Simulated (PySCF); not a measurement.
Input file:

```
{"job": {"kind": "epr", "basis": "pcH-1"}, "charge": 0, "multiplicity": 2}
C     -1.272154    -0.384405     0.613484
C     -0.984380     0.689960    -0.387734
S     -2.240967     1.682771    -0.868410
C      0.303014     0.866439    -0.886158
C      1.364191     0.092857    -0.499207
C      2.689159    -0.431611    -0.673675
C      1.927936    -0.822416     0.396618
H     -0.783592    -0.145382     1.558735
H     -0.889078    -1.342590     0.263362
H     -2.341804    -0.468212     0.787928
H      0.475103     1.646047    -1.613983
H      1.753773    -1.384144     1.283013
```

Launched as:

```sh
OMP_NUM_THREADS=1 python probes_run.py task.json out
```

Geometry: GFN2-xTB.

Computed with UKS B3LYP, pcH-1 on C H S, non-relativistic, mean-field spin-orbit, GIAO (PySCF).

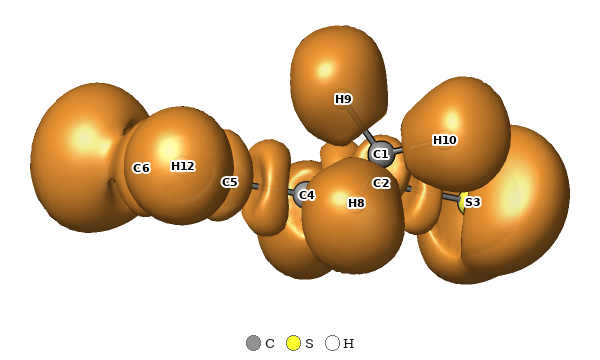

C6H5S (SMILES CC(=S)/C=C1[C]=C/1) (doublet). Isosurface of the electron localisation function at 0.75 (orange), seen from one side. Core shells and regions of very low density are left out.

> What do the ELF domains correspond to?

The ELF exceeds this value in four regions between bonded C–C atoms (shared pairs), one region between bonded C–S atoms (shared pairs), five regions around hydrogen nuclei, one region on C in which the atom's valence shell and bonds are merged and one ring or bowl of non-bonding electrons around S.

Values along the shortest contacts:
C–C (1.37 Å): the ELF peaks at about 0.95 between the atoms; localised, covalent bonding. C–S (1.67 Å): the ELF peaks at about 0.90 between the atoms; a covalent bond.
